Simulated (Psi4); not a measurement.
# GaH3 (SMILES [H][Ga]([H])[H]) at PBE0/def2-TZVPP

What is the vertical singlet–triplet gap of GaH3 at PBE0/def2-TZVPP? 

Program for the calculation: Psi4 1.11.

15 further runs of the same task are left out: 12 that didn't finish, 3 set aside as unsound or not needed.

### 1 The system as given

The species is GaH3 (4 atoms), meant as a singlet with charge 0. As SMILES, `[H][Ga]([H])[H]`. The shape comes from GFN2-xTB, which is rough for such elements, and wasn't checked as a minimum.

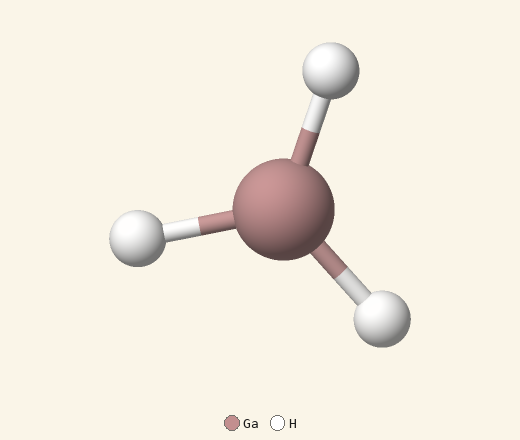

The structure, seen from a chosen angle (gallium pink, hydrogen white).

### 2 A single-point energy at PBE0/def2-TZVPP

job.inp

```
memory 1600 MB

molecule {
  0 1
  Ga    -0.000160     0.000060     0.001280
  H      1.566090    -0.029140     0.013370
  H     -0.757820     1.371010    -0.018620
  H     -0.808110    -1.341930     0.003970
  symmetry c1
}

set basis def2-TZVPP
set puream true
set e_convergence 1e-09
set d_convergence 1e-08
set scf_type pk
set dft_radial_points 99
set dft_spherical_points 590

e_tot, wfn = energy('pbe0', return_wfn=True)
```

On the command line:

```
$ psi4 -i job.inp -o job.out -n 1
```

job.out:

```text
[...]
  Running in c1 symmetry.
[...]
  Nuclear repulsion =   32.001201395424033
[...]
  Multiplicity = 1
[...]
  Nalpha       = 17
  Nbeta        = 17
[...]
    Number of basis functions: 90
[...]
   @RKS iter   1: -1924.26697191246285   -1.29074e+00   3.71452e-02 DIIS/ADIIS
[...]
   @RKS iter  11: -1926.36109616139902    4.54747e-13   8.17897e-10 DIIS
[...]
    Orbital Energies [Eh]
    ---------------------
    Doubly Occupied:
       1A   -372.901775     2A    -46.049415     3A    -40.764657
       4A    -40.759888     5A    -40.759887     6A     -5.560278
       7A     -3.835016     8A     -3.822106     9A     -3.822104
      10A     -0.861013    11A     -0.855137    12A     -0.855136
      13A     -0.848556    14A     -0.848552    15A     -0.468404
      16A     -0.315981    17A     -0.315932
[...]
  @RKS Final Energy: -1926.36109616139902
   => Energetics <=
    Nuclear Repulsion Energy =             32.0012013954240331
    One-Electron Energy =               -2749.3740869658686279
    Two-Electron Energy =                 848.2769317120063306
    DFT Exchange-Correlation Energy =     -57.2651423029611379
    Empirical Dispersion Energy =           0.0000000000000000
    VV10 Nonlocal Energy =                  0.0000000000000000
    Total Energy =                      -1926.3610961613990185
[...]
 Multipole Moments:
 ------------------------------------------------------------------------------------
     Multipole            Electronic (a.u.)      Nuclear  (a.u.)        Total (a.u.)
 ------------------------------------------------------------------------------------
 L = 1.  Multiply by 2.5417464519 to convert [e a0] to [Debye]
 Dipole X            :         -0.0010026            0.0006334           -0.0003691
 Dipole Y            :          0.0003510           -0.0002375            0.0001135
 Dipole Z            :          0.0073931           -0.0050674            0.0023257
 Magnitude           :                                                    0.0023575
[...]
```

Wall time 8.1 s (1 thread of Intel Xeon 6975P-C (Granite Rapids), shared host); peak memory 0.88 GiB.

### 3 The triplet, same level

job.dat

```
memory 1.6 GB

molecule mol {
  0 3
  Ga
  H 1 R2
  H 1 R3 2 A3
  H 1 R4 3 A4 2 D4

  R2 = 1.566569
  R3 = 1.566508
  A3 = 119.99827
  R4 = 1.566438
  A4 = 120.02115
  D4 = -179.78342
  symmetry c1
}

set basis def2-TZVPP
set reference uks
set puream true
set e_convergence 1e-09
set d_convergence 1e-08
set scf_type pk
set dft_radial_points 99
set dft_spherical_points 590
set maxiter 200

energy('pbe0')
print_variables()
```

On the command line:

```
$ psi4 -i job.dat -o job.out -n 1
```

job.out:

```text
[...]
  Running in c1 symmetry.
[...]
  Nuclear repulsion =   32.001202055577238
[...]
  Multiplicity = 3
[...]
  Nalpha       = 18
  Nbeta        = 16
[...]
    Number of basis functions: 90
[...]
   @UKS iter   1: -1923.96941825076556   -9.93184e-01   3.76534e-02 ADIIS/DIIS
[...]
   @UKS iter  18: -1926.18539070909446   -2.93312e-11   7.66876e-09 DIIS
[...]
   @S^2 Observed:                2.005279882E+00
[...]
    Orbital Energies [Eh]
    ---------------------
    Alpha Occupied:
       1A   -372.914144     2A    -46.062368     3A    -40.775888
       4A    -40.775085     5A    -40.773233     6A     -5.573253
       7A     -3.844373     8A     -3.838893     9A     -3.835752
      10A     -0.876352    11A     -0.869949    12A     -0.867939
      13A     -0.863736    14A     -0.860619    15A     -0.538487
      16A     -0.407402    17A     -0.346291    18A     -0.155454
    Alpha Virtual:
      19A     -0.003454    20A      0.044629    21A      0.052255
      22A      0.122013    23A      0.143088    24A      0.158571
      25A      0.168713    26A      0.183500    27A      0.232647
[...]
  @UKS Final Energy: -1926.18539070909446
   => Energetics <=
    Nuclear Repulsion Energy =             32.0012020555772381
    One-Electron Energy =               -2748.7076815919986075
    Two-Electron Energy =                 847.7263489227890432
    DFT Exchange-Correlation Energy =     -57.2052600954622363
    Empirical Dispersion Energy =           0.0000000000000000
    VV10 Nonlocal Energy =                  0.0000000000000000
    Total Energy =                      -1926.1853907090946905
[...]
 Multipole Moments:
 ------------------------------------------------------------------------------------
     Multipole            Electronic (a.u.)      Nuclear  (a.u.)        Total (a.u.)
 ------------------------------------------------------------------------------------
 L = 1.  Multiply by 2.5417464519 to convert [e a0] to [Debye]
 Dipole X            :         -0.0027350            0.0050742            0.0023392
 Dipole Y            :         -0.0015855           -0.0001745           -0.0017600
 Dipole Z            :          0.5056009            0.0005990            0.5061999
 Magnitude           :                                                    0.5062083
[...]
```

It took 14 s on 1 thread of Intel Xeon 6975P-C (Granite Rapids), shared host; peak memory 0.88 GiB.

### 4 Results

At PBE0/def2-TZVPP:

| quantity | value |
| --- | --- |
| singlet: total energy | -1926.36110 Eh |
| singlet: dipole moment | 0.01 D |
| singlet: HOMO energy | -8.60 eV |
| singlet: LUMO energy | -1.83 eV |
| singlet: HOMO–LUMO gap | 6.77 eV |
| triplet: total energy | -1926.18539 Eh |
| triplet: dipole moment | 1.29 D |
| triplet: HOMO energy (highest over α and β) | -4.23 eV |
| triplet: ⟨S²⟩ | 2.005 |
| vertical energy of the triplet above the singlet | 4.781 eV |

**Reading.** At this shape the triplet lies 4.78 eV (110 kcal/mol) above the singlet.
